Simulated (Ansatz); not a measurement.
**CH$_{8}$N$_{2}$OSi (SMILES N[SiH2]NCO): density, localisation and related maps**

```yaml
atoms:
  - { symbol: N, position_ang: [-0.9526, -1.0998, 1.8293] }
  - { symbol: Si, position_ang: [-0.1067, -1.1701, 0.3306] }
  - { symbol: N, position_ang: [0.6202, 0.3702, 0.0214] }
  - { symbol: C, position_ang: [0.7337, 1.0483, -1.2334] }
  - { symbol: O, position_ang: [0.1213, 2.3067, -1.2426] }
  - { symbol: H, position_ang: [-1.7214, -0.4597, 1.9880] }
  - { symbol: H, position_ang: [-1.0097, -1.9157, 2.4260] }
  - { symbol: H, position_ang: [-0.9051, -1.4260, -0.9149] }
  - { symbol: H, position_ang: [0.8313, -2.3240, 0.5166] }
  - { symbol: H, position_ang: [1.1010, 0.8388, 0.7841] }
  - { symbol: H, position_ang: [0.3169, 0.3806, -2.0138] }
  - { symbol: H, position_ang: [1.7869, 1.2430, -1.5013] }
  - { symbol: H, position_ang: [-0.7955, 2.1729, -0.9753] }
```

The calculation used RKS PBE0-D4/def2-SVP in Ansatz.

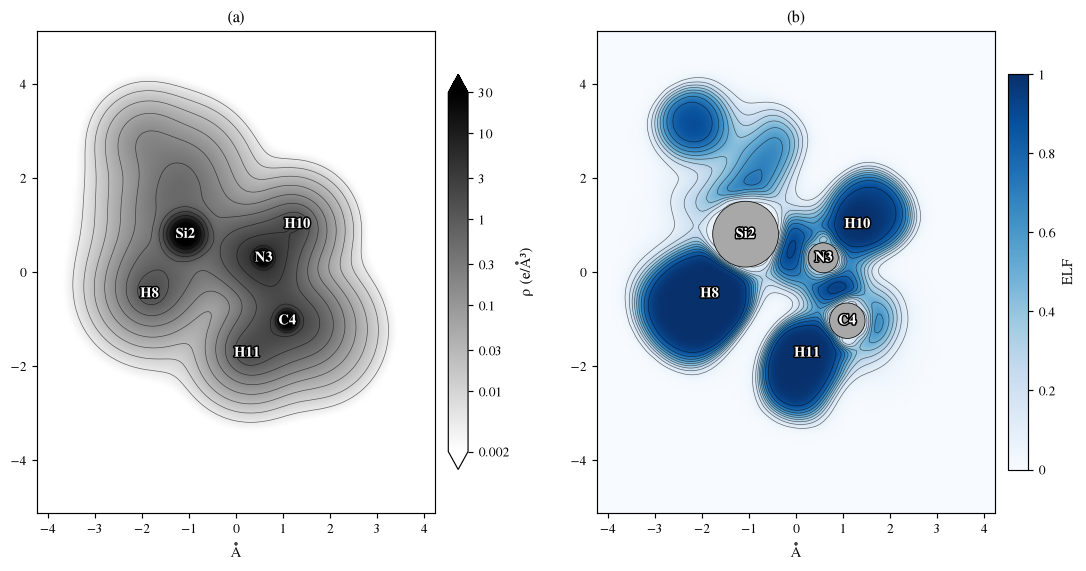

Figure 1. (a) electron density; (b) electron localisation function on the plane of atoms C4, N3 and H10. Grey discs cover the atomic cores in the ELF map.

### What do the fields say about this system?

The section cuts through Si, N, C and H sites.
C–N (1.43 Å): the density is about 2 e/Å³ at the midpoint; the ELF peaks at about 0.95 between the atoms; a shared electron pair.
Si–N (1.73 Å): ρ at the midpoint is about 1.1 e/Å³; the ELF peaks at about 0.90 between the atoms, as expected for a polar covalent bond.
N–H (1.02 Å): ρ is about 2.8 e/Å³ halfway; the ELF climbs to about 1 towards the hydrogen, as it does in any bond to H (an ordinary covalent bond to hydrogen).
C–H (1.11 Å): ρ at the midpoint is about 2 e/Å³; the ELF climbs to about 1 towards the hydrogen: an ordinary covalent bond to hydrogen.
Si–H (1.50 Å): ρ is about 0.76 e/Å³ halfway; the ELF climbs to about 1 towards the hydrogen.

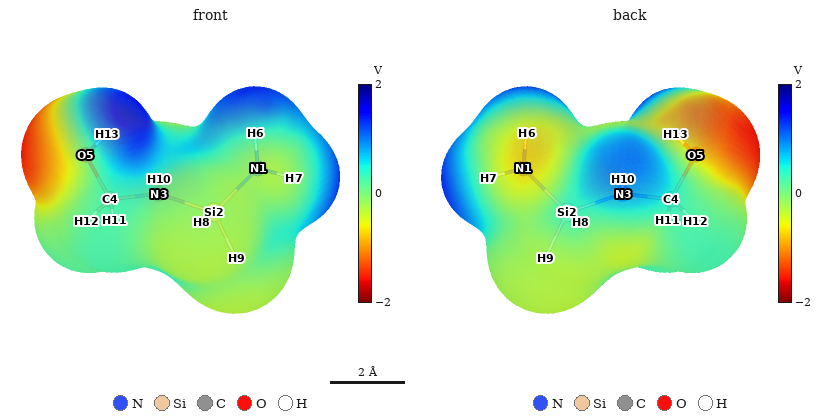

Figure 2. The molecular electrostatic potential painted on the density surface at 0.001 e/bohr³, seen from the front and from behind; the colour scale runs from red (negative) to blue (positive).

### Which sites attract a positive test charge, and which a negative one?

A positive charge is drawn to the negative regions and a negative charge to the positive ones. The most negative region (about −1.6 V) lies over O5, the most positive (about +1.6 V) over H13. O5 is the likeliest acceptor of a hydrogen bond.

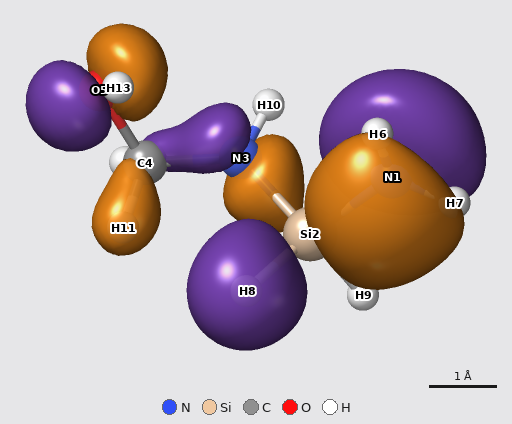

Figure 3. The HOMO−1 at ±0.08 Å⁻³ᐟ² (orange and purple are the two phases), seen at a tilt.

### Describe this orbital and give its energy.

It lies mainly on N1 (about 55 %), O5 (about 10 %) and H8 (about 5 %). Its energy is −7.30 eV.
